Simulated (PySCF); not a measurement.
**C3H10Si, SMILES `C[SiH](C)C`: what the electrons do**

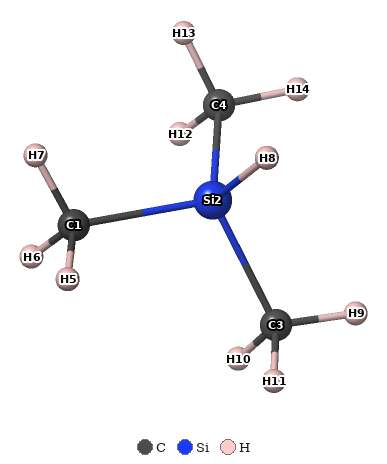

The molecule, with its atoms numbered as below. No frequency check shows the geometry to be a minimum.

Coordinates in Å:

```
C1      -1.7164   -0.5252   -0.2334
Si2     -0.0001   -0.0001    0.4001
C3       1.3130   -1.2238   -0.2331
C4       0.4033    1.7490   -0.2331
H5      -1.9769   -1.5209    0.1128
H6      -1.7548   -0.5357   -1.3192
H7      -2.4894    0.1541    0.1130
H8      -0.0006   -0.0003    1.8754
H9       2.3055   -0.9517    0.1131
H10      1.3432   -1.2501   -1.3190
H11      1.1112   -2.2330    0.1130
H12      0.4135    1.7877   -1.3189
H13     -0.3286    2.4724    0.1132
H14      1.3781    2.0788    0.1134
```

## 1. Bonding charge

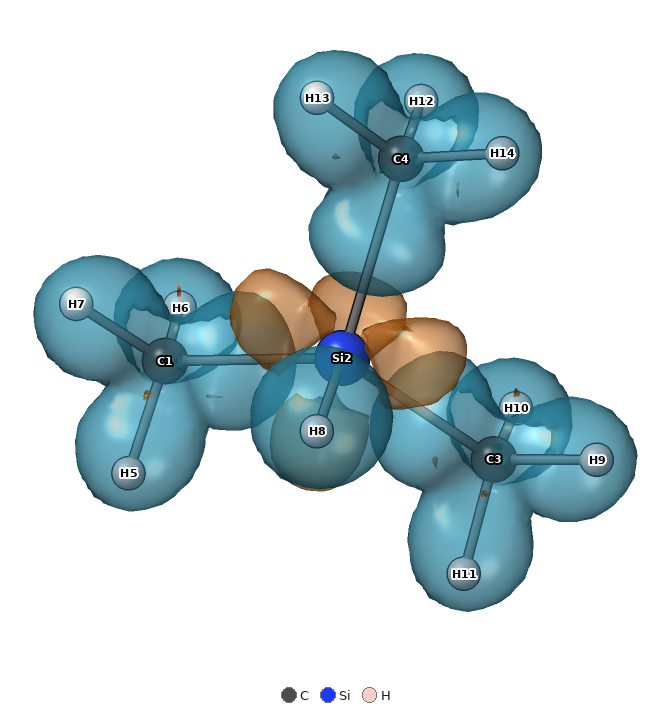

Deformation density (molecule less spherical, spin-averaged free atoms at the same positions), surfaces at ±0.07 e/Å³; light blue: gain, orange: loss.

PySCF calculation, PBE0/6-31+G*, gas phase; geometry: GFN2-xTB.

How much density has each bond gained at its critical point, relative to the free atoms?

Answer. C3–H9, C1–H5, C3–H11, C4–H13 and 2 more like them: +0.60 e/Å³ at the bond critical point (bond length 1.09 Å). C1–H6, C3–H10 and C4–H12: +0.60 e/Å³ at the bond critical point (bond length 1.09 Å). Si2–H8: +0.19 e/Å³ at the bond critical point (bond length 1.48 Å). C1–Si2, Si2–C3 and Si2–C4: +0.15 e/Å³ at the bond critical point (bond length 1.90 Å). In all, 2.8 electrons gather in the regions of gain relative to the promolecule. A small or negative value marks a very polar bond, one between electron-rich atoms, whose free-atom densities already overlap strongly, a long bond to a heavier atom, or a closed-shell contact such as a hydrogen bond.

Where do the Hirshfeld charges lie?

Answer. The highest Hirshfeld charge is on Si2 (+0.35 e), the lowest on C1, C3 and C4 (−0.20 e).

```
atom  charge (e)
  C1       −0.20
 Si2       +0.35
  C3       −0.20
  C4       −0.20
  H5       +0.04
  H6       +0.04
  H7       +0.04
  H8       −0.09
  H9       +0.04
 H10       +0.04
 H11       +0.04
 H12       +0.04
 H13       +0.04
 H14       +0.04
```

## 2. Bond critical points

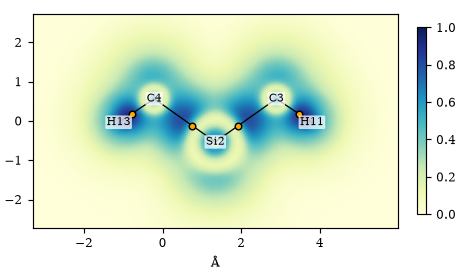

Localised orbital locator (LOL) in the plane of Si2, C3, C4, H11 and H13, with bond paths and bond critical points (dots).

What values does LOL take at the bond critical points in this plane?

Answer. C3–H11 and C4–H13: about 0.88; Si2–C3 and Si2–C4: about 0.37. Values above 0.5 mark slow, localised electrons, as in shared pairs; low values at a critical point mark a polar or closed-shell contact whose critical point lies between the shells.

Where along C3–H11 does the critical point lie?

Answer. 0.69 Å from C3 and 0.40 Å from H11.

## 3. Local ionisation energy

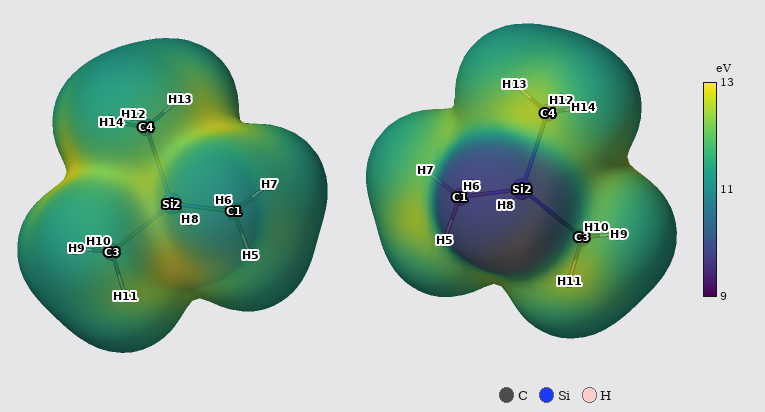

Average local ionisation energy on the surface of electron density 0.001 a.u. (back view left, front view right).

Locate the minima of the map.

Answer. The lowest value is 9.5 eV, 1.5 Å from H8. Further minima include 11.2 eV, 1.4 Å from H14, and at like points elsewhere. For comparison, the highest occupied orbital lies at −8.5 eV.

What volume does the surface enclose, and what is the dipole moment?

Answer. About 131 Å³; the dipole moment is 0.5 D.

## 4. Localised orbitals

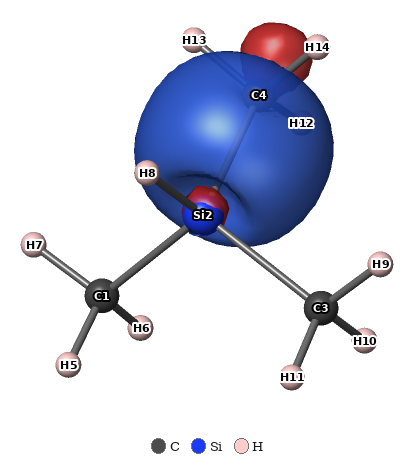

Pipek–Mezey orbitals, occupied; each surface holds about 85 % of the orbital's density. Energies are diagonal elements of the Fock matrix.

Level of theory: ωB97X/6-311+G** (PySCF), at a geometry from GFN2-xTB.

What does this orbital represent?

Answer. σ bond C4–Si2 (C4 62 %, Si2 37 %; −14.3 eV).

## 5. Stretching a bond

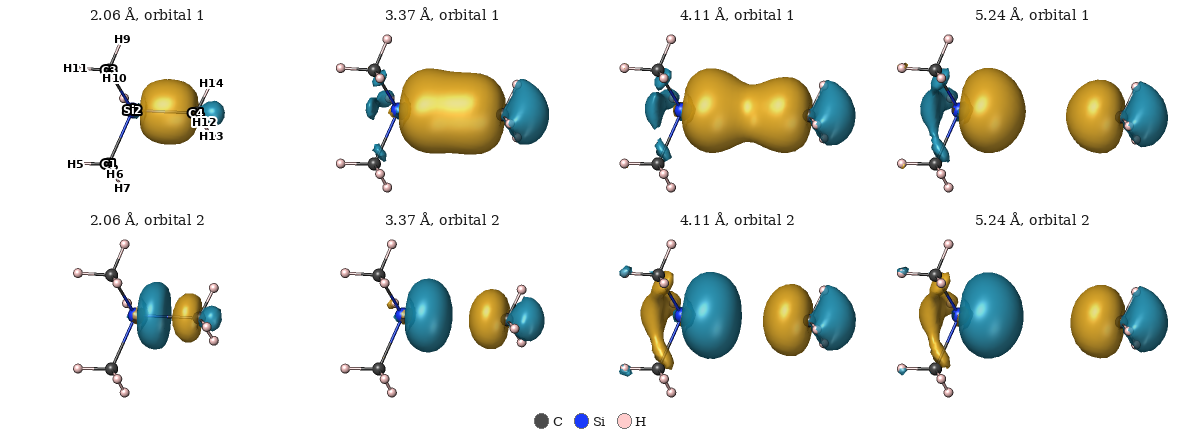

Rigid stretch of the Si2–C4 bond. The two CASSCF(2,2) natural orbitals nearest half filling (orbital 1 the more occupied).

Level of theory: 6-31+G* basis (PySCF), at a geometry from GFN2-xTB.

How do the occupations change along the stretch?

Answer. 2.06 Å: 1.98 and 0.02; 3.37 Å: 1.64 and 0.36; 4.11 Å: 1.32 and 0.68; 5.24 Å: 1.08 and 0.92. At the longest distance computed (5.24 Å) they are 1.08 and 0.92, and the effective number of unpaired electrons is 2.0.

Where does the UHF solution part from RHF?

Answer. Between 2.52 Å (⟨S²⟩ = 0, the two coincide) and 2.90 Å (⟨S²⟩ = 0.54); at 5.24 Å ⟨S²⟩ is 1.01 and UHF lies 3.9 eV below RHF.

How much energy does the stretch cost?

Answer. By CASSCF, 3.8 eV from the lowest point of the scan (1.87 Å) to 5.24 Å; RHF gives 7.3 eV from its own lowest point. The fragments aren't relaxed and dynamic correlation is missing, so this isn't a bond dissociation energy.
